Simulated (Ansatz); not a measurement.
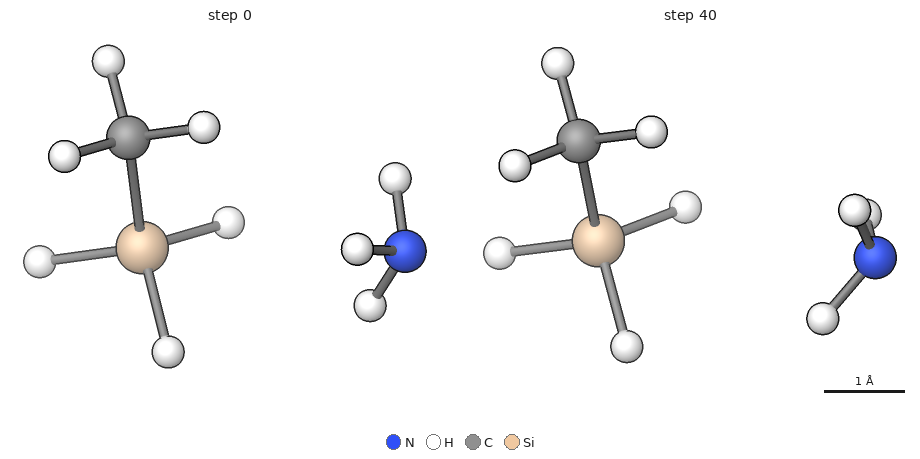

The structure of CH9NSi before (left) and after (right) a relaxation, at one scale.

The picture is a ball-and-stick view, seen from a free direction.

Computed with RKS PBE0-D4/def2-TZVP in Ansatz. Settings: force threshold 0.005 eV/Å; at most 200 steps.

What changed between the two?

Answer. Over 36 accepted moves (40 points after the start) the energy falls by 1.24 kcal/mol. The largest force component goes from 0.82 to 0.0024 eV/Å. The line search rejected the trial steps at points 24, 29, 31, 37 of the run. The forces were under the threshold at step 20, but the run went on from there. The atom that moves furthest after the best rigid fit is an H atom (0.68 Å). Largest moves by element: H 0.68 Å, N 0.15 Å, C 0.13 Å, Si 0.12 Å. Among the contacts that change: C–Si 1.890 → 1.870 Å, H–Si 1.506 → 1.489 Å, H–N 1.029 → 1.012 Å, C–H 1.108 → 1.092 Å. Bond angles that change, for instance: H–N–H 105.4° → 107.6°.

Limits of the set-up: the start holds two separate molecules, 2.5 Å apart at their closest, whose relative position is a soft coordinate.
